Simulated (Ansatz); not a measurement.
# La2PbS4 (I-42d): the host for defect calculations

Aim: the runs on the perfect crystal La2PbS4 (I-42d) that a defect calculation needs first.

Calculated with Ansatz 0.2.0; plane-wave PAW DFT, PBEsol; relaxation of the host's cell and atoms, in the first sound run; inputs show where later runs differ.

### Step 1. Starting point

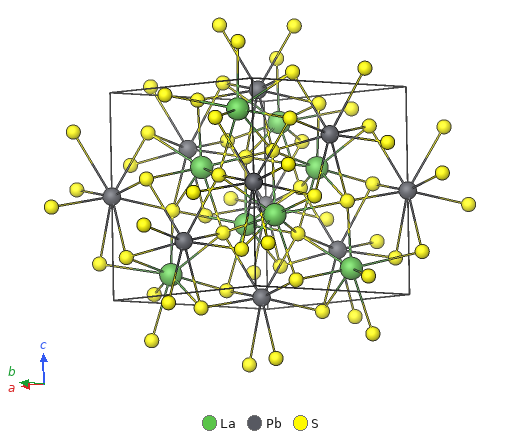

The cell as given, from a free direction (lanthanum green, lead dark grey, sulfur yellow). This picture shows the conventional cell, with its axes. Some periodic images of atoms are drawn too.

### Step 2. Host cell relaxation

Cell and atoms are relaxed together, until forces and stress fall under their thresholds.

cell/input.yaml reads:

```yaml
crystal:
  lattice:
    - [-4.4117568, 4.4117568, 4.3909158]
    - [4.4117568, -4.4117568, 4.3909158]
    - [4.4117568, 4.4117568, -4.3909158]
  atoms:
    - { symbol: La, position: [0.375, 0.26027589, 0.38527589] }
    - { symbol: La, position: [0.875, 0.98972411, 0.61472411] }
    - { symbol: La, position: [0.73972411, 0.125, 0.11472411] }
    - { symbol: La, position: [0.01027589, 0.625, 0.88527589] }
    - { symbol: Pb, position: [0.25, 0.75, 0.5] }
    - { symbol: Pb, position: [0.5, 0.5, 0.0] }
    - { symbol: S, position: [0.26543216, 0.01684924, 0.89970403] }
    - { symbol: S, position: [0.63285479, 0.23315076, 0.74858292] }
    - { symbol: S, position: [0.48456784, 0.88427187, 0.25141708] }
    - { symbol: S, position: [0.76684924, 0.51543216, 0.39970403] }
    - { symbol: S, position: [0.63427187, 0.73456784, 0.75141708] }
    - { symbol: S, position: [0.11572813, 0.36714521, 0.60029597] }
    - { symbol: S, position: [0.98315076, 0.88285479, 0.24858292] }
    - { symbol: S, position: [0.11714521, 0.36572813, 0.10029597] }
basis:
  ecutwfc: 420
  xc_grid: 2
hamiltonian:
  xc: pbesol
kpoints:
  mp_grid: { grid: [5, 5, 5] }
scf:
  occupations: { method: fixed }
  max_iter: 100
relax:
  f_tol: 0.005
  max_steps: 60
  cell: {}
output:
  forces: true
  stress: true
checkpoint:
  write: "../cell.run"
  compress: false
  write_wavefunctions: false
  write_every: 100000
```

Launch:

```console
$ ansatz run input.yaml --threads 4 --pin off --max-ram 7536MiB --backend cpu --events-out ev --progress --plain --runs-dir out
```

Numbers of over 12 decimals in the logs are rounded to 6 here.

The log of the run:

```text
[... repeated set-up lines and file paths are left out, and long positions are rounded to six places ...]
Engine: ansatz 0.2.0, aarch64-unknown-linux-gnu
Pseudopotentials: kind: paw
Pseudopotential: La, paw, valence charge 11, recommended cutoff 420 eV (normal), La.paw.azcp
Pseudopotential: Pb, paw, valence charge 14, recommended cutoff 420 eV (normal), Pb.paw.azcp
Pseudopotential: S, paw, valence charge 6, recommended cutoff 420 eV (normal), S.paw.azcp
Functional definition: PBEsol
  exchange = pbesol_x
  correlation = pbesol_c
Crystal: 14 atoms, lattice volume = 341.852 Å³
Basis set: ecut = 420 eV, 6683 PW (Γ), exchange–correlation on 108×108×108 points (8 copies of the dense FFT grid, shifted against one another)
Bands: 74, of which v1, the nominal top of the filled ones, is band 60 counted from 1 (59 counted from 0)
Symmetry: 8 space group operations
Space group: I-42d (ITA 122), of the structure as read, at distance tolerance 7.0e-5 Å
k-points: 18 of 125 (time reversal used)
Non-local potential: La, projectors of the file, l = 0: 3, l = 1: 2, l = 2: 2, l = 3: 3
Non-local potential: Pb, projectors of the file, l = 0: 2, l = 1: 2, l = 2: 2, l = 3: 2
Non-local potential: S, projectors of the file, l = 0: 2, l = 1: 2, l = 2: 2
PAW form: soft (Blöchl's): semilocal exchange-correlation on the pseudo side does not see the compensation charge
PAW frozen core: La, regenerated for the run's functional, and the local potential with it (the file was generated under x = pbe(κ = 0.804, μ = 0.219515), c = pbe(β = 0.066725))
PAW frozen core: Pb, regenerated for the run's functional, and the local potential with it (the file was generated under x = pbe(κ = 0.804, μ = 0.219515), c = pbe(β = 0.066725))
PAW frozen core: S, regenerated for the run's functional, and the local potential with it (the file was generated under x = pbe(κ = 0.804, μ = 0.219515), c = pbe(β = 0.066725))
PAW one-centre angular grid: La, 590 points (default); XC on 64 Gauss nodes
PAW one-centre angular grid: Pb, 590 points (default); XC on 64 Gauss nodes
PAW one-centre angular grid: S, 110 points (default); XC on 64 Gauss nodes
Initial density: superposition of atomic densities (neutral atoms: chi_scale 0, normalization atom), corrected by the library's trained network
Initial wavefunctions: pseudopotential atomic-orbital guess
Functional: x = pbesol(κ = 0.804, μ = 0.123457), c = pbesol(β = 0.046)
SCF iter   1: F=—  HF=-55258.555495 eV  |F-HF|=—  |Δ(HF+E_count)|=         —  Δρ=5.54e-3  dr2=1.59e-1  ethr=1.77e-3  ⟨swp⟩=6.4  Hψ=5167  notcnv=0  defer=197
preconditioner: auto → Resta (q_TF=auto, 2.291 Å⁻¹)  ε∞=4.4  [insulator: Δε(μ)=2.010 eV  Ē_g=11.525 eV  n_scr=78 (ndim 8)  ℏωp=21.3 eV  f_vac=0.000  ε∞_Penn≈4.4]
SCF iter   2: F=—  HF=-55258.522973 eV  |F-HF|=—  |Δ(HF+E_count)|=   3.25e-2  Δρ=2.12e-3  dr2=1.51e-2  ethr=1.33e-4  ⟨swp⟩=4.0  Hψ=2025  notcnv=0  defer=214
SCF iter   3: F=—  HF=-55258.522392 eV  |F-HF|=—  |Δ(HF+E_count)|=   5.81e-4  Δρ=7.99e-4  dr2=1.75e-3  ethr=1.26e-5  ⟨swp⟩=4.4  Hψ=2145  notcnv=0  defer=179
automatic band count: iteration 3 solves 72 bands in place of 74: the levels show a gap, and the empty bands left out lie too high to hold charge; the band table lists the bands solved (type scf.n_extra_bands for more)
SCF iter   4: F=—  HF=-55258.522779 eV  |F-HF|=—  |Δ(HF+E_count)|=   3.87e-4  Δρ=1.62e-4  dr2=8.51e-5  ethr=1.46e-6  ⟨swp⟩=2.1  Hψ=1950  notcnv=0  defer=179
SCF iter   5: F=—  HF=-55258.522763 eV  |F-HF|=—  |Δ(HF+E_count)|=   1.67e-5  Δρ=3.19e-5  dr2=6.03e-6  ethr=7.09e-8  ⟨swp⟩=2.3  Hψ=2164  notcnv=0  defer=177
SCF iter   6: F=—  HF=-55258.522764 eV  |F-HF|=—  |Δ(HF+E_count)|=   1.55e-6  Δρ=9.47e-6  dr2=5.43e-7  ethr=5.03e-9  ⟨swp⟩=2.0  Hψ=1748  notcnv=0  defer=177
SCF iter   7: F=-55258.522764 eV  HF=-55258.522764 eV  |F-HF|=3.19e-9  |Δ(HF+E_count)|=   8.80e-8  Δρ=1.83e-6  dr2=1.49e-8  ethr=8.33e-11  ⟨swp⟩=5.0  Hψ=5039  notcnv=0
SCF 1 converged in 7 iterations: F = -55258.522764 eV  dr2 = 1.49e-8
  greatest PAW one-centre occupation: 0.981 electrons in one spin orbital (limit 2), on the Pb atom at site 5 (counted from 0), in its partial waves of l = 2
relax step   1: F+E_penalty+E_count = -55258.52276438 eV  Δ(F+E_penalty+E_count) = +0.000e0 eV  max|allowed force component| = 4.510e-2 eV/Å  Δτ_max = 0.0000 Å  P = -3.031 GPa  Ω = 341.852 Å³  (7 SCF iters, dr2 threshold 1.00e-7 eV, accepted)
[... the SCF cycles and remarks between the steps are left out from here to the last step ...]
relax step   2: F+E_penalty+E_count = -55258.49071919 eV  Δ(F+E_penalty+E_count) = +3.205e-2 eV  max|allowed force component| = 1.840e-1 eV/Å  Δτ_max = 0.0243 Å  P = +4.179 GPa  Ω = 312.080 Å³  energy of the carried Pulay correction = +1.223e-3 eV  (6 SCF iters, dr2 threshold 1.40e-6 eV, rejected (line search))
relax step   3: F+E_penalty+E_count = -55258.67974027 eV  Δ(F+E_penalty+E_count) = -1.570e-1 eV  max|allowed force component| = 4.065e-2 eV/Å  Δτ_max = 0.0248 Å  P = -0.278 GPa  Ω = 328.112 Å³  energy of the carried Pulay correction = +5.507e-4 eV  (9 SCF iters, accepted)
relax step   4: F+E_penalty+E_count = -55258.68405918 eV  Δ(F+E_penalty+E_count) = -4.319e-3 eV  max|allowed force component| = 4.813e-2 eV/Å  Δτ_max = 0.0156 Å  P = -0.162 GPa  Ω = 327.241 Å³  energy of the carried Pulay correction = +5.864e-4 eV  (5 SCF iters, dr2 threshold 2.58e-7 eV, accepted)
relax step   5: F+E_penalty+E_count = -55258.68629222 eV  Δ(F+E_penalty+E_count) = -2.233e-3 eV  max|allowed force component| = 1.035e-2 eV/Å  Δτ_max = 0.0121 Å  P = +0.087 GPa  Ω = 325.812 Å³  energy of the carried Pulay correction = +6.451e-4 eV  (5 SCF iters, dr2 threshold 1.45e-7 eV, accepted)
relax step   6: F+E_penalty+E_count = -55258.68655196 eV  Δ(F+E_penalty+E_count) = -2.597e-4 eV  max|allowed force component| = 1.994e-3 eV/Å  Δτ_max = 0.0030 Å  P = +0.003 GPa  Ω = 326.236 Å³  energy of the carried Pulay correction = +6.277e-4 eV  (5 SCF iters, dr2 threshold 3.11e-8 eV, accepted)
Initial wavefunctions: pseudopotential atomic-orbital guess (no wavefunctions were taken with the density)
iter 1 solved again at ethr=8.51e-8 eV; its pass at ethr=3.10e-3 eV (dr2=1.02e-4 eV) is discarded
SCF iter   1: F=—  HF=-55258.686061 eV  |F-HF|=—  |Δ(HF+E_count)|=         —  Δρ=2.96e-5  dr2=5.36e-7  ethr=8.51e-8  ⟨swp⟩=4.3  Hψ=9123  notcnv=0  defer=215
SCF iter   2: F=—  HF=-55258.685963 eV  |F-HF|=—  |Δ(HF+E_count)|=   9.82e-5  Δρ=1.48e-5  dr2=1.18e-7  ethr=4.47e-10  ⟨swp⟩=2.3  Hψ=2235  notcnv=0  defer=215
SCF iter   3: F=—  HF=-55258.685963 eV  |F-HF|=—  |Δ(HF+E_count)|=   1.01e-7  Δρ=2.18e-6  dr2=4.09e-9  ethr=9.83e-11  ⟨swp⟩=2.0  Hψ=1835  notcnv=0  defer=215
SCF iter   4: F=—  HF=-55258.685963 eV  |F-HF|=—  |Δ(HF+E_count)|=   2.44e-9  Δρ=2.87e-7  dr2=3.51e-10  ethr=3.41e-12  ⟨swp⟩=2.2  Hψ=2223  notcnv=0  defer=215
SCF iter   5: F=-55258.685963 eV  HF=-55258.685963 eV  |F-HF|=7.28e-12  |Δ(HF+E_count)|=  5.82e-11  Δρ=6.83e-8  dr2=2.81e-11  ethr=1.00e-12  ⟨swp⟩=5.1  Hψ=5034  notcnv=0
SCF 7 converged in 5 iterations: F = -55258.685963 eV  dr2 = 2.81e-11
relax step   7: F+E_penalty+E_count = -55258.68596276 eV  Δ(F+E_penalty+E_count) = +5.892e-4 eV  max|allowed force component| = 2.008e-3 eV/Å  Δτ_max = 0.0000 Å  P = +0.003 GPa  Ω = 326.236 Å³  stress off target by 5.13e-3 GPa  SCF on the basis re-selected at this cell (its energy is not comparable with the rows above)  (5 SCF iters)
basis re-selected at this cell: Δ(F+E_penalty+E_count) = +5.892e-4 eV, ΔP = -0.000 GPa vs the last step (what re-selecting the basis moved, of the pressure what is left beyond the Pulay correction that the steps carried, after the strain that the cell walked [...]
SCF converged after 5 iterations
Free energy (F): -55258.685963 eV
Harris-Foulkes:  -55258.685963 eV  (|F-HF|=7.28e-12)
Internal energy: -55258.685963 eV  (E = F + TS)
E sigma→0 (E₀):  -55258.685963 eV
Fermi energy:    9.237046 eV
--- Per-component energies (eV) ---
  E_band       = -122.242219
  E_kinetic    = 2201.036631
  E_local      = -4006.533576  (includes V_loc(G=0)·N_el)
  E_nonlocal   = 1325.288699
  E_hartree    = 1443.404253
  E_xc         = -1768.190284
  E_vxc        = -1563.217876  (∫ρ·V_xc dr)
  E_paw        = -46497.601547  (= ΣΔE_a)
  E_vpaw       = -965.624795  (= ΣTr[D̂ρ^β])
  E_aug_tail   = 0.000107  (compensation charges beyond the density's cutoff)
  E_ewald      = -7957.388109
  E_core_change = 1.297865  (= ΣΔE_core)
  E_smearing   = -0.000000  (= −TS)
  E_closure    = -0.000000  (closes the sum)
  Σ components = -55258.685963   (vs F -55258.685963, Δ=0.00e0)
--- Forces (eV/Å), atoms counted from 1 ---
  atom   1  La     0.00200818     0.00000000     0.00000000
  atom   2  La    -0.00200818    -0.00000000     0.00000000
  atom   3  La     0.00000000    -0.00200818     0.00000000
  atom   4  La     0.00000000     0.00200818    -0.00000000
  atom   5  Pb    -0.00000000     0.00000000    -0.00000000
  atom   6  Pb    -0.00000000    -0.00000000    -0.00000000
  atom   7  S      0.00001200     0.00072476     0.00096547
  atom   8  S     -0.00001200     0.00072476    -0.00096547
  atom   9  S      0.00001200    -0.00072476    -0.00096547
  atom  10  S      0.00072476     0.00001200     0.00096547
  atom  11  S     -0.00072476     0.00001200    -0.00096547
  atom  12  S     -0.00072476    -0.00001200     0.00096547
  atom  13  S      0.00072476    -0.00001200    -0.00096547
  atom  14  S     -0.00001200    -0.00072476     0.00096547
  max |Σ_I F_I| component: 1.69e-17 eV/Å
--- Stress (GPa, compression-positive) ---
        0.005133       0.000000      -0.000000
        0.000000       0.005133       0.000000
        0.000000       0.000000      -0.002413
  P = ⅓ Tr σ = 0.0026 GPa (0.026 kbar)
--- Relaxed structure (6 steps of the walk, 5 accepted, 1 SCFs on fresh bases) ---
  F+E_penalty+E_count = -55258.68596276 eV   max|allowed force component| = 2.008e-3 eV/Å   (the final SCF, on the basis selected at the relaxed cell)
  cell:  # Å, volume = 326.2363 Å³
    - [-4.343502, 4.343502, 4.323070]
    - [4.343502, -4.343502, 4.323070]
    - [4.343502, 4.343502, -4.323070]
  atoms:
    - { symbol: La, position: [0.375, 0.259878, 0.384878] }
    - { symbol: La, position: [0.875, 0.990122, 0.615122] }
    - { symbol: La, position: [0.740122, 0.125000, 0.115122] }
    - { symbol: La, position: [0.009878, 0.625, 0.884878] }
    - { symbol: Pb, position: [0.250000, 0.750000, 0.500000] }
    - { symbol: Pb, position: [0.5, 0.5, 0] }
    - { symbol: S, position: [0.270627, 0.023172, 0.905392] }
    - { symbol: S, position: [0.632220, 0.226828, 0.747455] }
    - { symbol: S, position: [0.479373, 0.884765, 0.252545] }
    - { symbol: S, position: [0.773172, 0.520627, 0.405392] }
    - { symbol: S, position: [0.634765, 0.729373, 0.752545] }
    - { symbol: S, position: [0.115235, 0.367780, 0.594608] }
    - { symbol: S, position: [0.976828, 0.882220, 0.247455] }
    - { symbol: S, position: [0.117780, 0.365235, 0.094608] }
```

It took 82 s on 4 threads of Arm Neoverse V1, shared host; peak memory 1.1 GiB.

Step by step:

```tsv
step	energy less that of the first step (eV)	largest force component (eV/Å)	pressure (GPa)	volume (Å³)
1	0.0000	0.0451	-3.03	341.85
2	0.0320	0.1840	4.18	312.08
3	-0.1570	0.0406	-0.28	328.11
4	-0.1613	0.0481	-0.16	327.24
5	-0.1635	0.0103	0.09	325.81
6	-0.1638	0.0020	0.00	326.24
7*	-0.1632	0.0020	0.00	326.24
```

Relaxation steps marked * repeat the geometry before them on a plane-wave basis chosen anew for their cell, so energy and pressure can jump there. Relaxation step 2 was tried and not accepted.

Forces are held to the 8 operations that the run works with; a distortion that breaks them can't arise in this run.

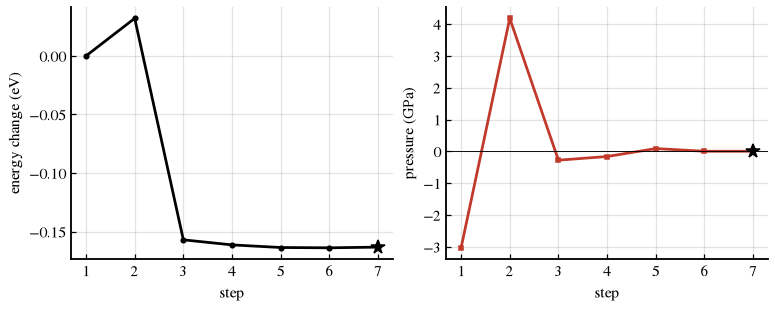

Energy and pressure along the relaxation. Stars mark steps on a basis chosen anew.

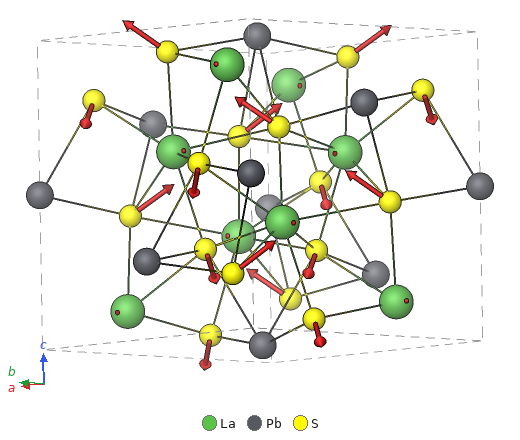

Displacements in the relaxation, exaggerated, measured against the changing cell; the longest in the cell stands for 0.04 Å. Some periodic images of atoms are drawn too.

```tsv
conventional cell, symmetrised	before	after	change
a (Å)	8.824	8.687	-1.5 %
b (Å)	8.824	8.687	-1.5 %
c (Å)	8.782	8.646	-1.5 %
volume (Å³/atom)	24.42	23.30	-4.6 %
```

The atoms that moved most (Å, as changes of fractional coordinates times the final cell):

```tsv
atom	dx	dy	dz	length
S9	0.030	-0.020	-0.025	0.044
S7	0.030	0.020	0.025	0.044
S13	0.020	-0.030	-0.025	0.044
S8	-0.030	0.020	-0.025	0.044
S14	-0.030	-0.020	0.025	0.044
S11	-0.020	0.030	-0.025	0.044
S12	-0.020	-0.030	0.025	0.044
S10	0.020	0.030	0.025	0.044
```

This step gave:

* pressure: 0.002618 GPa

The relaxation ends with a largest force component of 0.0020 eV/Å and a pressure of 0.00 GPa.

(Part 1 of 4 ends here.)

[Logs are printed without paths, hosts, clocks, repeated set-up lines and the standing remarks that a program may print on its own settings, such as how far it seeks lower states.]

[Hosts, paths, dates, database ids (printed as entryN), source tags and the programs' standing remarks are cut or masked in the printed files.]

[Runs of the host that timed out are not shown.]

[For some hosts the program warned that the k-mesh of the response run may be too coarse for force constants and the static dielectric constant; such warnings are not always shown.]
